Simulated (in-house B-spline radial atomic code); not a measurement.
## Many-body perturbation calculation, with input and output: S⁴⁺

S⁴⁺, core [He] 2s2 2p6. Computed at this level: configuration interaction of two valence electrons with many-body perturbation theory for the core (screened one- and two-electron correlation potentials), Breit and QED, no-pair Dirac, B-spline basis (in-house B-spline radial atomic code).

**The input**
```
basis_form = 3
Z = 16
core_configuration = [He] 2s2 2p6
rms_radius = 3.2611
mass_number = 32
speed_of_light = 137.035999084
box_radius = 15.0
lmax = 6
intervals = 65
virtual_cutoff = 512.0
```

Hardware: 1 CPU thread, shared host.

Launched within a batch (the task file carries these settings):
```bash
python <driver script> task.json out
```

The program writes its results to a structured record and prints no log; tables and figures of this report are taken from that record.

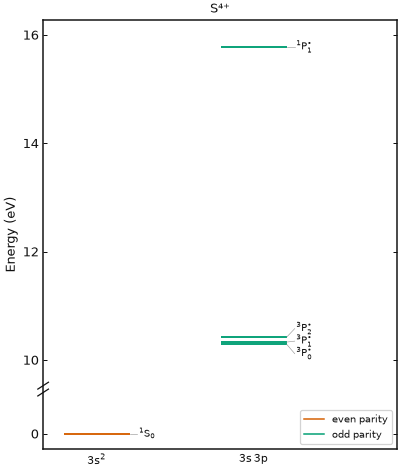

Figure 1. Levels of S⁴⁺ (sulfur, Z = 16), two electrons outside the core [He] 2s² 2p⁶. CI+MBPT: configuration interaction in the frozen-core Dirac–Hartree–Fock potential with screened core-valence correlation, Breit and QED terms; computed with a B-spline radial code. The lowest level is 3s² ¹S₀. The first excited level, 3s 3p ³P°₀, lies at 10.3 eV. It is also the lowest level of opposite parity. The ionisation energy is 72.57 eV, against 72.24 eV from CI without core-valence correlation and a measured value of 72.59 eV.

```
     Level  E (eV)
   3s² ¹S₀       0
3s 3p ³P°₀   10.29
3s 3p ³P°₁   10.33
3s 3p ³P°₂   10.42
3s 3p ¹P°₁   15.77
```

**Key numbers**

- outcome: converged
- wall time: 2.5 min
